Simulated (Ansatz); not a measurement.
## GaN, response to strain

Base system: GaN in the wurtzite structure (space group P6_3mc, No. 186; a = 3.1826 Å, c = 5.1854 Å).

Strains are applied to the cell and any free atomic positions relax.

Level of theory: PBEsol, PAW, 420 eV (Ansatz, a first-principles code; no SOC).

Notes on the quantities. pressure: mean of the normal stresses, compression positive.

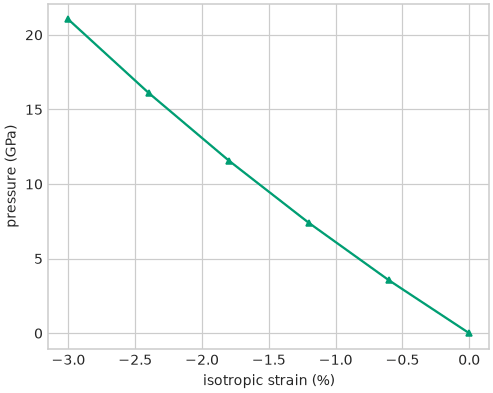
Figure: Pressure against isotropic strain

Question: From the plot, what is the pressure for isotropic strain −0.60 %?

Answer: About 4 GPa.

Question: Is the trend monotonic over the range shown?

Answer: Yes, it falls throughout, spanning 0.00 GPa to 21.03 GPa.

Whether these cells are dynamically stable was not tested.
